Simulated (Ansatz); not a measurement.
**LaSb: a short molecular-dynamics run**

A trajectory of LaSb, a randomly packed cell with 8 atoms that was not relaxed first: 60 steps of 0.5 fs at constant energy, with velocities drawn for 100 K.

All numbers below are computed with Ansatz 0.2.0 (DFT PBEsol, plane waves, PAW, scalar-relativistic, no spin polarisation).

### 1 The starting structure

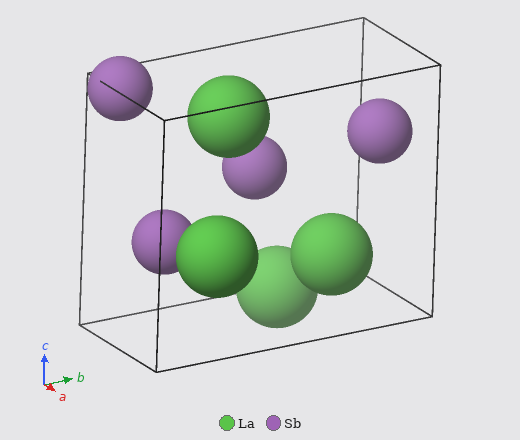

The starting structure, seen slightly off an axis (lanthanum green, antimony purple). Each atom of the cell is drawn once.

As a file:

```
La Sb
1.0
     6.41664   -0.92431   -0.21218
    -0.13332    7.19608    0.78959
     0.88545   -0.11452    6.11185
La Sb
4 4
Cartesian
  6.1939 0.5906 2.2785
  4.6042 4.2606 1.8589
  4.4170 1.7288 5.2928
  1.2628 4.3495 0.6356
  1.5171 0.2473 5.6823
  3.9441 5.8389 4.5905
  2.9313 0.7017 2.1864
  2.0836 3.4356 3.6649
```

### 2 Dynamics

input.yaml

```yaml
crystal:
  lattice:
    - [6.416635, -0.924313, -0.212177]
    - [-0.133321, 7.196078, 0.789592]
    - [0.885449, -0.114516, 6.111847]
  atoms:
    - { symbol: La, position: [0.917392, 0.205921, 0.378041] }
    - { symbol: La, position: [0.6987, 0.685641, 0.239825] }
    - { symbol: La, position: [0.578764, 0.328009, 0.843701] }
    - { symbol: La, position: [0.205843, 0.63134, 0.029572] }
    - { symbol: Sb, position: [0.110052, 0.063227, 0.925379] }
    - { symbol: Sb, position: [0.542836, 0.891546, 0.654755] }
    - { symbol: Sb, position: [0.411519, 0.155963, 0.351863] }
    - { symbol: Sb, position: [0.260784, 0.519546, 0.541569] }
kpoints:
  mp_grid: { grid: [3, 2, 3] }
magnetization:
  spin_polarized: false
scf:
  occupations: { method: gaussian, width: 0.1 }
hamiltonian:
  pseudopotentials: { kind: paw }
  xc: pbesol
basis:
  ecutwfc: 420
md:
  timestep: 0.5
  n_steps: 60
  ensemble: nve
  temperature: 100.0
  initial_velocities: maxwell_boltzmann
  seed: 262585
```

Command:

```console
> ansatz run input.yaml --threads 2 --pin off --max-ram 2560MiB --backend cpu --events-out ev --progress --plain --runs-dir out
```

What does the calculation give? Wanted: temperature, first and last step; temperature, second half; potential energy, second half; largest change of the total energy; mean square displacement, second half.

As calculated:

```
                             quantity                          value
                               length             60 steps of 0.5 fs
     temperature, first and last step                  100 and 332 K
             temperature, second half  mean 246 K, from 173 to 332 K
        potential energy, second half    -17 meV/atom from the start
   largest change of the total energy                  0.00 meV/atom
mean square displacement, second half          Sb 0.002, La 0.001 Å²
```

The temperature starts at 100 K and averages 246 K in the second half, where it still rises, from 173 to 332 K; the start was no minimum (force components up to 1.0 eV/Å), and the potential energy that it sheds (17 meV/atom) turns into motion. The total energy strays from its start by at most 0.00 meV/atom, under 0.1 % of the mean kinetic energy, which is good for a step of 0.5 fs. Over the second half Sb atoms stand 0.0 Å (root mean square) from where they began, and the farthest move is 0.1 Å. Averages from a run of 30 fs with 8 atoms are rough.
